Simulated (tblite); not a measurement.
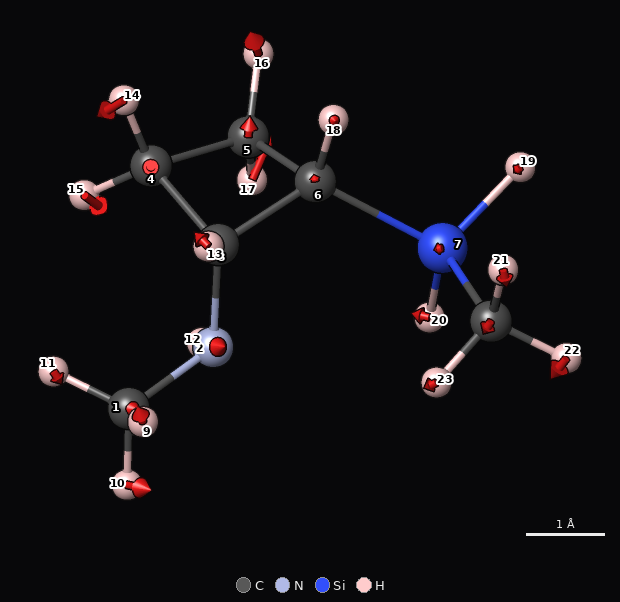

A relaxation of C6H15NSi. The starting structure is drawn; red arrows show the displacements, at their true length. The two geometries are superimposed by the best rigid fit.

Style: ball-and-stick. Shown at a tilt.

Level of theory: tblite, GFN2-xTB geometry optimisation, gas phase. 

**Which element moves most?**

Hydrogen: up to 0.63 Å, against 0.35 Å for nitrogen.

**What did the optimiser do to the structure, and how much energy did it gain?**

The energy falls by 0.334 eV in 116 geometry steps. The atom that moves furthest after the best rigid fit is an H atom (0.63 Å). Largest moves by element: H 0.63 Å, N 0.35 Å, C 0.30 Å, Si 0.14 Å. Near-neighbour distances that change, for instance: C–Si 1.850 → 1.894 Å, C–N 1.484 → 1.444 Å, C–H 1.108 → 1.089 Å, C–N 1.466 → 1.449 Å. Among the angles between lasting bonds that change: N–C–C 108.8° → 117.1°, N–C–H 115.6° → 107.3°, C–N–C 108.7° → 114.3°.
